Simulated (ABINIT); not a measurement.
# CsCaBr3 (Pm-3m): G0W0 with ABINIT, start to end, part 2 of 2

Wanted: ground state, empty states, screening and self-energy for CsCaBr3 (Pm-3m).

ABINIT 10.8.3; LDA and many-body steps on it, plane waves. Known limits of the many-body steps: not at the basis limit; no spin-orbit coupling; coarse k mesh.

So far. Step 2 (Ground state): The gap is indirect, with the least direct gap 0.25 eV higher. Step 3 (Empty states on the mesh, 2×2×2 mesh, 270 bands): On this mesh the gap is 4.079 eV.

**4. Screening, 2×2×2 mesh, 246 bands, screening to 130.6 eV**

The RPA dielectric matrix is built and inverted for each q.

This step: RPA screening on LDA, plane waves, norm-conserving pseudopotentials.

The input, run.abi:

```
acell 3*1.0 Angstrom
rprim 
  5.708665730000 0.000000000000 0.000000000000
  0.000000000000 5.708665730000 0.000000000000
  0.000000000000 0.000000000000 5.708665730000
ntypat 3
znucl 55 20 35
natom 5
typat 1 2 3 3 3
xred 
  0.000000000000 0.000000000000 0.000000000000
  0.500000000000 0.500000000000 0.500000000000
  0.500000000000 0.000000000000 0.500000000000
  0.000000000000 0.500000000000 0.500000000000
  0.500000000000 0.500000000000 0.000000000000
pp_dirpath "pseudos"
pseudos "Cs.upf, Ca.upf, Br.upf"
ecut 30
ngkpt 2 2 2
nshiftk 1
shiftk 0 0 0
kptopt 1
chksymbreak 0
istwfk *1
occopt 1
irdwfk 1
optdriver 3
nband 246
ecuteps 4.8
inclvkb 2
awtr 1
symchi 1
indata_prefix "in"
outdata_prefix "out"
tmpdata_prefix "tmp"
```

Launch:

```console
$ OMP_NUM_THREADS=1 mpirun -n 4 abinit run.abi > log
```

Numbers of over 12 decimals in the logs are rounded to 6 here.

Output:

```text
.Version 10.8.3 of ABINIT. v10.8.2 released Aug 2026.

 Symmetries : space group Pm -3 m (#221); Bravais cP (primitive cubic)
[... echo of the input left out ...]
== DATASET  1 ==================================================================
-   mpi_nproc: 4, omp_nthreads: 1 (-1 if OMP is not activated)

--- !DatasetInfo
iteration_state: {dtset: 1, }
dimensions: {natom: 5, nkpt: 4, mband: 246, nsppol: 1, nspinor: 1, nspden: 1, mpw: 9952, }
cutoff_energies: {ecut:  30.0, pawecutdg:  -1.0, }
electrons: {nelect:   4.00000000E+01, charge:   0.00000000E+00, occopt:   1.00000000E+00, tsmear:   1.00000000E-02, }

 SCREENING: Calculation of the susceptibility and dielectric matrices

 Based on a program developped by R.W. Godby, V. Olevano, G. Onida, and L. Reining.
 Incorporated in ABINIT by V. Olevano, G.-M. Rignanese, and M. Torrent.
.Using double precision arithmetic ; gwpc =  8

[... cell and pseudopotentials left out ...]
--------------------------------------------------------------------------------

 ==== K-mesh for the wavefunctions ====
 Number of points in the irreducible wedge :     4
[... list of points left out ...]
 Together with 48 symmetry operations and time-reversal symmetry
 yields     8 points in the full Brillouin Zone.

 ==== Q-mesh for the screening function ====
 Number of points in the irreducible wedge :     4
[... list of points left out ...]
 Together with 48 symmetry operations and time-reversal symmetry
 yields     8 points in the full Brillouin Zone.

 setmesh: FFT mesh size selected  =    40x   40x   40
          total number of points  =        64000

 vcoul_init : cutoff-mode = AUXILIARY_FUNCTION
 q-points for optical limit:   1
     1)      0.000010    0.000020    0.000030

- screening: taking advantage of time-reversal symmetry
- Maximum band index for partially occupied states nbvw = 20
- Remaining bands to be divided among processors   nbcw = 226
- Number of bands treated by each node ~56

 Number of electrons calculated from density =   40.0000; Expected =   40.0000
 average of density, n =  0.031861
 r_s =    1.9568
 omega_plasma =   17.2181 [eV]

 calculating chi0 at frequencies [eV] :
  1    0.000000E+00    0.000000E+00
  2    0.000000E+00    1.721811E+01

--------------------------------------------------------------------------------
  q-point number  1        q = ( 0.000000, 0.000000, 0.000000) [r.l.u.]
--------------------------------------------------------------------------------
[... chi0 elements left out ...]
 For q-point:  0.000010 0.000020 0.000030
  dielectric constant =   3.2034
  dielectric constant without local fields =   3.7814

  Average fulfillment of the sum rule on Im[epsilon] for q-point    1 :     82.32  [%]
[... wings left out ...]
  q-point number  2        q = ( 0.500000, 0.000000, 0.000000) [r.l.u.]
--------------------------------------------------------------------------------
[... chi0 elements left out ...]
  Average fulfillment of the sum rule on Im[epsilon] for q-point    2 :     86.60  [%]

 [... 2 further q-points ...]
```

Run time: 83 s. Hardware: 4 MPI ranks of Arm Neoverse V1, shared host; peak memory 2.2 GiB.

Numbers from this step:

- ε∞ with local fields, on this mesh, along the program's q direction: 3.203
- the same without local fields: 3.781
- plasma frequency: 17.22 eV
- plane waves in the screening matrix: 619

Local fields lower ε∞ by 15 %. On a Γ-centred mesh this coarse the value itself is usually too large, while a short band sum pulls it down.

**5. Self-energy, 2×2×2 mesh, 246 bands, screening to 130.6 eV**

The self-energy is evaluated for the states that the input lists, and the levels follow from it, in one-shot runs by the linearised quasiparticle equation.

This step: G0W0 on LDA, plane waves, norm-conserving pseudopotentials.

run.abi: that of step 4 with these lines changed.

```diff
@@ -26,8 +26,17 @@
 irdwfk 1
-optdriver 3
+optdriver 4
 nband 246
+gwcalctyp 0
+ecutsigx 30
+symsigma 1
+nkptgw 2
+kptgw 
+  0.5000000000 0.5000000000 0.5000000000
+  0.0000000000 0.0000000000 0.0000000000
+bdgw 
+  18 23
+  18 24
 ecuteps 4.8
-inclvkb 2
-awtr 1
-symchi 1
+irdscr 1
+ppmodel 1
 indata_prefix "in"
```

Output:

```text
.Version 10.8.3 of ABINIT. v10.8.2 released Aug 2026.

 Symmetries : space group Pm -3 m (#221); Bravais cP (primitive cubic)
[... echo of the input left out ...]
== DATASET  1 ==================================================================
-   mpi_nproc: 4, omp_nthreads: 1 (-1 if OMP is not activated)

--- !DatasetInfo
iteration_state: {dtset: 1, }
dimensions: {natom: 5, nkpt: 4, mband: 246, nsppol: 1, nspinor: 1, nspden: 1, mpw: 9952, }
cutoff_energies: {ecut:  30.0, pawecutdg:  -1.0, }
electrons: {nelect:   4.00000000E+01, charge:   0.00000000E+00, occopt:   1.00000000E+00, tsmear:   1.00000000E-02, }

 SIGMA: Calculation of the GW corrections

 Based on a program developped by R.W. Godby, V. Olevano, G. Onida, and L. Reining.
 Incorporated in ABINIT by V. Olevano, G.-M. Rignanese, and M. Torrent.
.Using double precision arithmetic ; gwpc =  8

[... cell and pseudopotentials left out ...]
--------------------------------------------------------------------------------

 ==== K-mesh for the wavefunctions ====
 Number of points in the irreducible wedge :     4
[... list of points left out ...]
 Together with 48 symmetry operations and time-reversal symmetry
 yields     8 points in the full Brillouin Zone.

 ==== Q-mesh for screening function ====
 Number of points in the irreducible wedge :     4
[... list of points left out ...]
 Together with 48 symmetry operations and time-reversal symmetry
 yields     8 points in the full Brillouin Zone.

 vcoul_init : cutoff-mode = AUXILIARY_FUNCTION
 q-points for optical limit:   1
     1)      0.000010    0.000020    0.000030
 setmesh: FFT mesh size selected  =    54x   54x   54
          total number of points  =       157464

 Number of electrons calculated from density =   40.0000; Expected =   40.0000
 average of density, n =  0.031861
 r_s =    1.9568
 omega_plasma =   17.2181 [eV]

 === KS Band Gaps ===
  >>>> For spin  1
   Minimum direct gap =   4.3325 [eV], located at k-point      :   0.0000  0.0000  0.0000
   Fundamental gap    =   4.0789 [eV], Top of valence bands at :   0.5000  0.5000  0.5000
                                       Bottom of conduction at :   0.0000  0.0000  0.0000
 SIGMA fundamental parameters:
 PLASMON POLE MODEL  1
 number of plane-waves for SigmaX                 9795
 number of plane-waves for SigmaC and W            619
 number of plane-waves for wavefunctions          9795
 number of bands                                   246
 number of independent spin polarizations            1
 number of spinorial components                      1
 number of k-points in IBZ                           4
 number of q-points in IBZ                           4
 number of symmetry operations                      48
 number of k-points in BZ                            8
 number of q-points in BZ                            8
 number of frequencies for dSigma/dE                 9
 frequency step for dSigma/dE [eV]                0.25
 number of omega for Sigma on real axis              0
 max omega for Sigma on real axis  [eV]           0.00
 zcut for avoiding poles [eV]                     0.10

 EPSILON^-1 parameters (SCR file):
 dimension of the eps^-1 matrix on file            619
 dimension of the eps^-1 matrix used               619
 number of plane-waves for wavefunctions          9795
 number of bands                                   246
 number of q-points in IBZ                           4
 number of frequencies                               2
 number of real frequencies                          1
 number of imag frequencies                          1

 matrix elements of self-energy operator (all in [eV])

 Perturbative Calculation

--- !SelfEnergy_ee
iteration_state: {dtset: 1, }
kpoint     : [   0.500,    0.500,    0.500, ]
spin       : 1
KS_gap     :    5.719
QP_gap     :    8.054
Delta_QP_KS:    2.335
data: !SigmaeeData |
     Band     E0 <VxcDFT>   SigX SigC(E0)      Z dSigC/dE  Sig(E)    E-E0       E
       18   0.587 -12.794 -16.353   2.063   0.802  -0.247 -13.994  -1.200  -0.613
       19   0.587 -12.794 -16.353   2.063   0.802  -0.247 -13.994  -1.200  -0.613
       20   0.587 -12.794 -16.353   2.063   0.802  -0.247 -13.994  -1.200  -0.613
       21   6.306  -7.934  -3.495  -3.097   0.846  -0.182  -6.799   1.135   7.441
       22   6.306  -7.934  -3.495  -3.097   0.846  -0.182  -6.799   1.135   7.441
       23   6.306  -7.934  -3.495  -3.097   0.846  -0.182  -6.799   1.135   7.441

--- !SelfEnergy_ee
iteration_state: {dtset: 1, }
kpoint     : [   0.000,    0.000,    0.000, ]
spin       : 1
KS_gap     :    4.332
QP_gap     :    6.577
Delta_QP_KS:    2.245
data: !SigmaeeData |
     Band     E0 <VxcDFT>   SigX SigC(E0)      Z dSigC/dE  Sig(E)    E-E0       E
       18   0.333 -12.882 -16.438   2.061   0.803  -0.246 -14.082  -1.200  -0.867
       19   0.333 -12.882 -16.438   2.061   0.803  -0.246 -14.082  -1.200  -0.867
       20   0.333 -12.882 -16.438   2.061   0.803  -0.246 -14.082  -1.200  -0.867
       21   4.666  -7.544  -3.242  -3.073   0.850  -0.176  -6.499   1.045   5.711
       22   5.101 -11.208  -5.425  -3.513   0.827  -0.209  -9.331   1.876   6.977
       23   5.101 -11.208  -5.425  -3.513   0.827  -0.209  -9.331   1.876   6.977
       24   5.101 -11.208  -5.425  -3.513   0.827  -0.209  -9.331   1.876   6.977

== END DATASET(S) ==============================================================
================================================================================

 -outvars: echo values of variables after computation  --------
           etotal      0.0000000000E+00
            nband         246
             nkpt           4
          spgroup         221
 [... the other variables as echoed above ...]

 Calculation completed.
```

Elapsed: 63 s, on 4 MPI ranks; peak memory 2.1 GiB.

Numbers from this step:

- G0W0 gap on the points computed: 6.324 eV
- starting gap on the mesh: 4.079 eV
- k of the valence top: 0.5, 0.5, 0.5
- k of the conduction bottom: 0, 0, 0
- Z at the valence top: 0.802
- Z at the conduction bottom: 0.85
- least direct G0W0 gap on the computed points: 6.578 eV

The gap on the mesh goes from 4.08 eV to 6.32 eV, a correction of +2.25 eV.

Limits: finite bands, cutoff and mesh; no spin-orbit coupling; coarse k mesh. v1 is the top filled band, c1 the lowest empty one. Levels before and after the correction, in eV, zero at the valence-band top of each column:

```csv
,conduction bottom,valence top
Kohn-Sham,4.08,0.00
G0W0,6.32,0.00
```

```csv
,level,energy (eV)
Kohn-Sham,(0.5 0.5 0.5) v3-v1,0.000
Kohn-Sham,(0.5 0.5 0.5) c1-c3,5.719
Kohn-Sham,Γ v3-v1,-0.254
Kohn-Sham,Γ c1,4.079
Kohn-Sham,Γ c2-c4,4.514
G0W0,(0.5 0.5 0.5) v3-v1,0.000
G0W0,(0.5 0.5 0.5) c1-c3,8.054
G0W0,Γ v3-v1,-0.254
G0W0,Γ c1,6.324
G0W0,Γ c2-c4,7.590
```

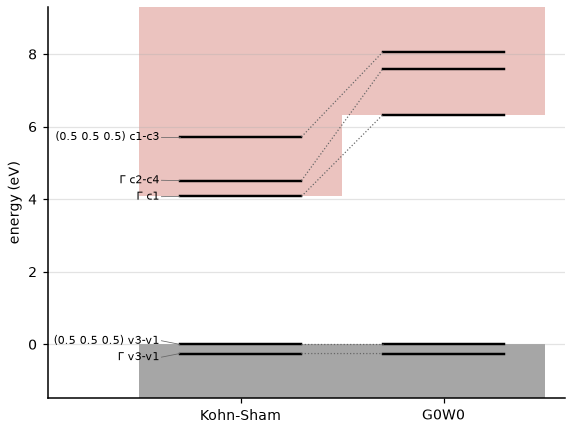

Levels before and after the correction. Shaded: valence and conduction bands.

**6. Where the time went**

Times are wall times on 4 MPI ranks of Arm Neoverse V1, shared host, good to a factor of about two.

```csv
step,time,share,memory (GiB)
ground state,46 s,12 %,0.41
empty states on the mesh,3.4 min,52 %,0.46
screening,83 s,21 %,2.2
self-energy,63 s,16 %,2.1
```

**7. Summary of results**

```
LDA gap              : 4.08 eV, indirect
G0W0 gap on the mesh : 6.32 eV
GW settings          : 2×2×2 mesh, 246 bands, screening to 130.6 eV, Godby-Needs plasmon pole
known limits         : not at the basis limit; no spin-orbit coupling; coarse k mesh
```

**Reading.** G0W0 moves the gap on the mesh from 4.08 eV to 6.32 eV (+2.25 eV), with Z of 0.80 and 0.85 at the edges. Local fields lower the RPA ε∞ on this mesh from 3.78 to 3.20; a Γ-centred mesh this coarse tends to raise both, most where the direct gap is narrow, while a short band sum lowers them. Only 2 of the mesh's irreducible points were corrected, so a valley elsewhere could overtake. The dearest step here is «empty states on the mesh». Bands and cutoff are finite, so the gap is not at the basis limit. The miss can reach some tenths of an eV and take either sign; the mesh is an error of its own. In the G0W0 run levels were corrected at 2 k points alone, so a gap called «on the mesh» is the least over those, and an edge elsewhere would be missed. The 2×2×2 mesh is coarse for this cell, which bears on the long-range parts of exchange and screening. This is the ideal cubic cell; many perovskites, halides above all, are cubic only on average, and local tilts or off-centring can widen the gap. The many-body steps are scalar-relativistic: spin-orbit coupling is not in them.

[Paths, hosts, dates, memory and timing lines, banners, echoed tables and standing remarks are left out of the program output.]

[Logs are printed without paths, hosts, clocks, repeated set-up lines and the standing remarks that a program may print on its own settings, such as how far it seeks lower states.]

[Runs of the session that timed out or met a known fault of the program may be left out.]

[Hosts, paths, dates, database ids (printed as entryN), source tags and the programs' standing remarks are cut or masked in the printed files.]

[G0W0 gaps are taken among the corrected bands and points alone; a level outside them can change the order at an edge.]

[Where Ansatz stands beside ABINIT at settings called matched, ABINIT's density can come from a denser mesh and the files from another edition; pairs whose starting gaps differed by over 0.03 eV were left out, so agreement reads better than it is.]
